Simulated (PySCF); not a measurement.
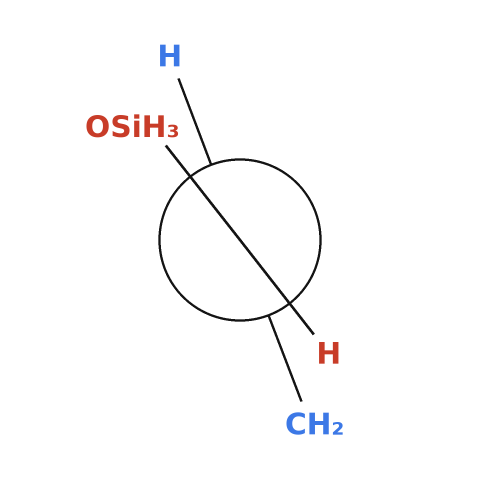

A Newman projection along the B–C bond, boron in front; angles are drawn as computed, but eclipsed bonds slightly apart. The computed structure is the end point of a GFN2-xTB optimisation. No frequency run is at hand to confirm it as a minimum.

**Which molecule is it?**

C2H7BOSi, C=CBO[SiH3]

**What is the torsion angle from the front OSiH3 to the back CH2? The sign is positive where the front bond must turn clockwise to cover the back bond.**

180°, antiperiplanar (anti).
